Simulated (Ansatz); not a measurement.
**SiF2 (SMILES F[Si]F): CCSD/STO-3G**

Aim: the vertical singlet–triplet gap of SiF2 at CCSD/STO-3G, from 2 runs. 

Program for the calculation: Ansatz 0.2.0.

36 further runs of the same task are left out: 4 that didn't finish, 32 set aside as unsound or not needed.

## (1) The molecule

SiF2 has 3 atoms, charge 0, and is taken as a singlet. As SMILES, `F[Si]F`. Geometry: relaxed at GFN2-xTB.

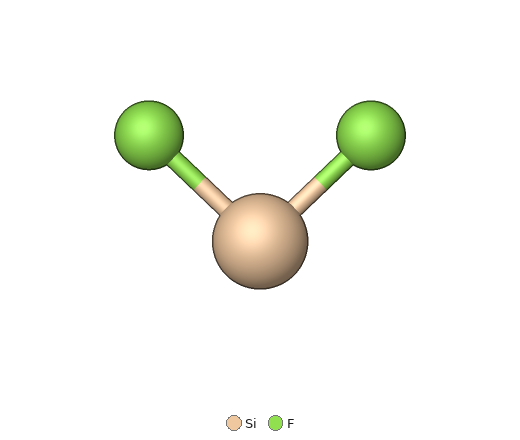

The structure, seen from a chosen angle (silicon light orange, fluorine green).

## (2) A single-point energy at CCSD/STO-3G

Input file molecule.yaml:

```yaml
crystal:
  periodic: [false, false, false]
  atoms:
    - {symbol: Si, position_ang: [0.004220, -0.007680, -0.744810]}
    - {symbol: F, position_ang: [1.165930, -0.017340, 0.380560]}
    - {symbol: F, position_ang: [-1.170150, 0.025020, 0.364240]}
basis:
  gaussian: {orbitals: STO-3G}
correlation: {method: ccsd, frozen_orbitals: {F: 1, Si: 5}}
accuracy: high
scf: {omitted_lower_state_checks: [cluster_reference, increment]}
```

On the command line:

```bash
$ ansatz run molecule.yaml --threads 1 --pin off --max-ram 2610MiB --events-out events.jsonl --progress --plain --runs-dir runs
```

What it wrote (excerpt; [...] marks lines left out):

```text
Warning: RAYON_NUM_THREADS=1 ignored (pool sized by the plan → 1); use --threads N
Functional definition: HF
  name "HF"
[...]
336 factors; integrals over basis functions are off by at most 3.3e-8 eV
[...]
mean field -13107.36999658 eV, -481.6869628797 hartree, gradient 7.2e-8 eV, S^2 0.000000; 0 other end points of the search recorded, 0 dependent functions left out
7 core orbitals not correlated: weight in the atoms' cores, before any rotation towards them, 1.000 or more for the frozen orbitals, at most 0.000 for the correlated occupied ones
reference -13107.36999658 eV, -481.6869628797 hartree; 9, 9 occupied and 3, 3 virtual orbitals, 336 factors
second order -1.90785647 eV of doubles, -0.00000000 eV of singles
cycle   1  -1.94257369 eV  change   -3.5e-2 eV  update   1.1e-1
[...]
cycle  19  -2.22149587 eV  change  -4.5e-10 eV  update   1.1e-9
Total energy: -13109.59149244 eV, -481.7686013470 hartree
Checks for a lower state left out: cluster_reference, increment
```

Run time: 0.2 s. Hardware: 1 thread of Arm Neoverse V1, shared host.

## (3) The triplet

Input file run.yaml:

```yaml
crystal:
  periodic: [false, false, false]
  atoms:
    - {symbol: Si, position_ang: [0.004220, -0.007680, -0.744810]}
    - {symbol: F, position_ang: [1.165930, -0.017340, 0.380560]}
    - {symbol: F, position_ang: [-1.170150, 0.025020, 0.364240]}
basis:
  gaussian:
    orbitals: STO-3G
magnetization:
  spin_polarized: true
  initial_magnetization: 2
correlation:
  method: ccsd
  frozen_orbitals: {F: 1, Si: 5}
accuracy: high
scf:
  omitted_lower_state_checks: [cluster_reference, increment]
```

On the command line:

```bash
$ ansatz run run.yaml --threads 1 --pin off --max-ram 2610MiB --events-out events.jsonl --progress --plain --runs-dir runs
```

What it wrote (excerpt; [...] marks lines left out):

```text
Warning: RAYON_NUM_THREADS=1 ignored (pool sized by the plan → 1); use --threads N
[... 2 set-up lines as earlier in the session ...]
[...]
336 factors; integrals over basis functions are off by at most 3.3e-8 eV
[...]
mean field -13104.30822764 eV, -481.5744449466 hartree, gradient 2.7e-8 eV, S^2 2.008496; 0 other end points of the search recorded, 0 dependent functions left out
7 core orbitals not correlated: weight in the atoms' cores, before any rotation towards them, 1.000 or more for the frozen orbitals, at most 0.000 for the correlated occupied ones
reference -13104.30822764 eV, -481.5744449466 hartree; 10, 8 occupied and 2, 4 virtual orbitals, 336 factors
second order -1.37126971 eV of doubles, -0.00000000 eV of singles
cycle   1  -1.55269261 eV  change   -1.8e-1 eV  update   8.0e-2
[...]
cycle  24  -1.79516010 eV  change  -5.0e-10 eV  update   1.4e-9
Total energy: -13106.10338774 eV, -481.6404158634 hartree
Checks for a lower state left out: cluster_reference, increment
```

Wall time 0.24 s (1 thread of Arm Neoverse V1, shared host).

## (4) What came out

Level: CCSD/STO-3G, 7 core orbitals frozen.

| quantity | value |
| --- | --- |
| singlet: total energy | -481.76860 Eh |
| singlet: correlation energy (7 core orbitals frozen) | -81.6 mEh |
| singlet: T1 diagnostic | 0.021 |
| triplet: total energy | -481.64042 Eh |
| triplet: correlation energy (7 core orbitals frozen) | -66.0 mEh |
| triplet: ⟨S²⟩ of the reference determinant | 2.008 |
| triplet: T1 diagnostic | 0.021 |
| vertical energy of the triplet above the singlet | 3.488 eV |

At this shape the triplet lies 3.49 eV (337 kJ/mol) above the singlet. In a minimal basis such a difference can be off by several eV, whatever the method. The T1 diagnostic (singlet) of 0.021 is above the customary mark for such species, so a single reference may not serve.
